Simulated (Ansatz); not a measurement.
**UCCSD(T)/cc-pVDZ run of CH5GeS (SMILES [CH3][GeH][SH])**

Aim: the vertical doublet–quartet gap of CH5GeS at UCCSD(T)/cc-pVDZ, from 2 runs. 

Program for the calculation: Ansatz 0.2.0.

30 further runs of the same task are left out: 1 that didn't finish, 29 set aside as unsound or not needed. Runs told in other sessions of the task aren't counted.

### Step 1. The system as given

CH5GeS has 8 atoms, charge 0, and is taken as a doublet. SMILES: `[CH3][GeH][SH]`. The coordinates come from a PBE0-D4/def2-TZVP relaxation. This is one conformer, not always the lowest.

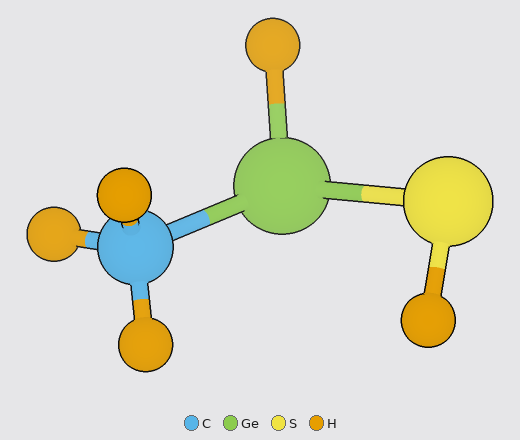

The structure, seen from a chosen angle (carbon blue, germanium green, sulfur yellow, hydrogen amber).

### Step 2. The energy at UCCSD(T)/cc-pVDZ

The input, input.yaml:

```yaml
crystal:
  periodic: [false, false, false]
  atoms:
    - {symbol: C, position_ang: [-0.733300, 0.635200, -0.565800]}
    - {symbol: Ge, position_ang: [0.934600, -0.393300, -0.399900]}
    - {symbol: S, position_ang: [1.033800, -1.391600, 1.591200]}
    - {symbol: H, position_ang: [-0.786300, 1.357800, 0.251000]}
    - {symbol: H, position_ang: [-1.594800, -0.030400, -0.515000]}
    - {symbol: H, position_ang: [-0.745800, 1.162700, -1.520400]}
    - {symbol: H, position_ang: [2.173100, 0.541200, -0.392200]}
    - {symbol: H, position_ang: [-0.189100, -1.938700, 1.495000]}
basis:
  gaussian: {orbitals: cc-pVDZ}
magnetization: {spin_polarized: true, initial_magnetization: 1}
correlation: {method: ccsd_t, frozen_orbitals: {C: 1, Ge: 9, H: 0, S: 5}}
accuracy: high
scf: {omitted_lower_state_checks: [cluster_reference, increment]}
```

Run with:

```
$ ansatz run input.yaml --threads 1 --pin off --max-ram 2610MiB --events-out events.jsonl --progress --plain --runs-dir runs
```

Log, cut to the lines that bear on the results:

```text
Warning: RAYON_NUM_THREADS=1 ignored (pool sized by the plan → 1); use --threads N
Functional definition: HF
  name "HF"
[...]
1953 factors; integrals over basis functions are off by at most 4.5e-9 eV
[...]
mean field -68399.83859787 eV, -2513.6477053958 hartree, gradient 1.5e-8 eV, S^2 0.755342; 0 other end points of the search recorded, 0 dependent functions left out
15 core orbitals not correlated: weight in the atoms' cores, before any rotation towards them, 1.000 or more for the frozen orbitals, at most 0.000 for the correlated occupied ones
reference -68399.83859787 eV, -2513.6477053958 hartree; 15, 14 occupied and 54, 55 virtual orbitals, 1953 factors
second order -10.36220278 eV of doubles, -0.00000000 eV of singles
cycle   1  -11.23938711 eV  change   -8.8e-1 eV  update   7.8e-2
[...]
cycle  22  -11.63829764 eV  change   3.7e-10 eV  update   2.9e-9
perturbative correction -0.34522644 eV, -0.0126868377 hartree
Total energy: -68411.82212195 eV, -2514.0880917830 hartree
Checks for a lower state left out: cluster_reference, increment
```

Wall time 61 s (1 thread of Arm Neoverse V1, shared host); peak memory 0.77 GiB.

### Step 3. The quartet, same level

The input, in.yaml:

```yaml
crystal:
  periodic: [false, false, false]
  atoms:
    - symbol: C
      position_ang: [-0.733300, 0.635200, -0.565800]
    - symbol: Ge
      position_ang: [0.934600, -0.393300, -0.399900]
    - symbol: S
      position_ang: [1.033800, -1.391600, 1.591200]
    - symbol: H
      position_ang: [-0.786300, 1.357800, 0.251000]
    - symbol: H
      position_ang: [-1.594800, -0.030400, -0.515000]
    - symbol: H
      position_ang: [-0.745800, 1.162700, -1.520400]
    - symbol: H
      position_ang: [2.173100, 0.541200, -0.392200]
    - symbol: H
      position_ang: [-0.189100, -1.938700, 1.495000]
basis:
  gaussian:
    orbitals: cc-pVDZ
magnetization:
  spin_polarized: true
  initial_magnetization: 3
correlation:
  method: ccsd_t
  frozen_orbitals: {C: 1, Ge: 9, H: 0, S: 5}
accuracy: high
scf:
  omitted_lower_state_checks: [cluster_reference, increment]
```

Run with:

```
$ ansatz run in.yaml --threads 1 --pin off --max-ram 2610MiB --events-out events.jsonl --progress --plain --runs-dir runs
```

Log:

```text
Warning: RAYON_NUM_THREADS=1 ignored (pool sized by the plan → 1); use --threads N
[... 15 lines left out ...]
15 core orbitals not correlated: weight in the atoms' cores, before any rotation towards them, 1.000 or more for the frozen orbitals, at most 0.000 for the correlated occupied ones
[... 43 lines left out ...]
Total energy: -68405.62251030 eV, -2513.8602602574 hartree
Checks for a lower state left out: cluster_reference, increment
```

Wall time 99 s (1 thread of Arm Neoverse V1, shared host); peak memory 0.76 GiB.

### Step 4. Outcome

At UCCSD(T)/cc-pVDZ, 15 core orbitals frozen:

| quantity | value |
| --- | --- |
| doublet: total energy | -2514.08809 Eh |
| doublet: correlation energy (15 core orbitals frozen) | -440.4 mEh |
| doublet: (T) correction | -12.69 mEh |
| doublet: ⟨S²⟩ of the reference determinant | 0.755 |
| doublet: T1 diagnostic | 0.011 |
| quartet: total energy | -2513.86026 Eh |
| quartet: correlation energy (15 core orbitals frozen) | -423.9 mEh |
| quartet: (T) correction | -12.43 mEh |
| quartet: ⟨S²⟩ of the reference determinant | 3.767 |
| quartet: T1 diagnostic | 0.060 |
| vertical energy of the quartet above the doublet | 6.200 eV |

At this shape the quartet lies 6.20 eV (143 kcal/mol) above the doublet. The triples (doublet) make up 2.9 % of the correlation energy. The T1 diagnostic (quartet) of 0.060 is above the customary mark for such species, so a single reference may not serve. The triples (quartet) make up 2.9 % of the correlation energy.
